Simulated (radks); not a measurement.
**Polarisabilities and dispersion coefficients of Ca, Sc⁺, Ti²⁺ and others**

Aim: static dipole polarisabilities and C6 coefficients, each species in its NIST ground configuration. After each ground state the linear response is solved; its values go to the run's result record, not to the log. Response by self-consistent Sternheimer equations with the Hartree and adiabatic LDA kernel.

Program: radks (a radial shooting solver on a logarithmic mesh, Libxc functionals) version 1. Level of theory: non-relativistic Kohn-Sham, LDA (Slater exchange, VWN5 correlation), spin-polarised, spherical densities, point nucleus; open shells are filled with parallel spins first. These are calculated values, not measurements, unless marked.

## 1. The atom as given

* species: Ca ([Ar] 4s2), Sc⁺ ([Ar] 3d1 4s1), Ti²⁺ ([Ar] 3d2), V³⁺ ([Ar] 3d2), Cr⁴⁺ ([Ar] 3d2), Mn⁵⁺ ([Ar] 3d2), Fe⁶⁺ ([Ar] 3d2), Co⁷⁺ ([Ar] 3d2), Ni⁸⁺ ([Ar] 3d2)

## 2. Ca, [Ar] 4s2

Settings of this run:

```text
Z 20
configuration [Ar] 4s2
relativity non-relativistic
functional lda,vwn5
spin polarised
nucleus point
response adiabatic LDA kernel
```

## 3. Sc⁺, [Ar] 3d1 4s1

Changes since step 2:

```diff
@@ -1,3 +1,3 @@
-Z 20
-configuration [Ar] 4s2
+Z 21
+configuration [Ar] 3d1 4s1
 relativity non-relativistic
```

## 4. Ti²⁺, [Ar] 3d2

Settings of this run:

```text
Z 22
configuration [Ar] 3d2
relativity non-relativistic
functional lda,vwn5
spin polarised
nucleus point
response adiabatic LDA kernel
```

## 5. V³⁺, [Ar] 3d2

Changes since step 4:

```diff
@@ -1,2 +1,2 @@
-Z 22
+Z 23
 configuration [Ar] 3d2
```

## 6. Cr⁴⁺, [Ar] 3d2

Changes since step 5:

```diff
@@ -1,2 +1,2 @@
-Z 23
+Z 24
 configuration [Ar] 3d2
```

## 7. Mn⁵⁺, [Ar] 3d2

Changes since step 6:

```diff
@@ -1,2 +1,2 @@
-Z 24
+Z 25
 configuration [Ar] 3d2
```

## 8. Fe⁶⁺, [Ar] 3d2

Changes since step 7:

```diff
@@ -1,2 +1,2 @@
-Z 25
+Z 26
 configuration [Ar] 3d2
```

## 9. Co⁷⁺, [Ar] 3d2

Changes since step 8:

```diff
@@ -1,2 +1,2 @@
-Z 26
+Z 27
 configuration [Ar] 3d2
```

## 10. Ni⁸⁺, [Ar] 3d2

Changes since step 9:

```diff
@@ -1,2 +1,2 @@
-Z 27
+Z 28
 configuration [Ar] 3d2
```

Before running it: what results should come out? Wanted: for each run, species; −ε(HOMO); α; α uncoupled; C6; C8; recommended α.

As calculated:

```tsv
species	−ε(HOMO) (eV)	α (bohr³)	α uncoupled (bohr³)	C6 (hartree bohr⁶)	C8 (hartree bohr⁸)	recommended α (bohr³)
Ca	3.848	148.6	277.4	1991	221845	160.8
Sc⁺	10.341	53.83	72.11	352.6	-	-
Ti²⁺	20.735	5.149	6.449	15.45	-	-
V³⁺	38.289	2.280	3.072	5.863	-	-
Cr⁴⁺	59.592	1.367	1.909	2.952	-	-
Mn⁵⁺	84.360	0.9300	1.323	1.693	-	-
Fe⁶⁺	112.46	0.6767	0.9728	1.050	-	-
Co⁷⁺	143.80	0.5138	0.7432	0.6867	-	-
Ni⁸⁺	178.34	0.4019	0.5836	0.4675	-	-
```

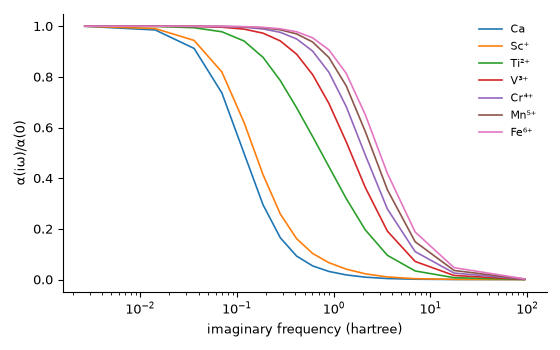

Polarisability at imaginary frequency, each scaled by its static value.

**Reading.** Uncoupled leaves out the potential induced by the response; C6 and C8 are for like pairs. Ca is the most polarisable and Ni⁸⁺ the least, a factor 370 apart. For the pair Ca–Ni⁸⁺ the Casimir-Polder integral gives C6 = 11.85, the rule 2·Ca·Cb/(Ca·αb/αa + Cb·αa/αb) on the like-pair values 10.44. Against the recommended values (Schwerdtfeger and Nagle, 2023 table) the misses are Ca -8 %. C8 is given only where no p, d or f shell is open. For heavy and open-shell atoms this level can miss by tens of per cent.
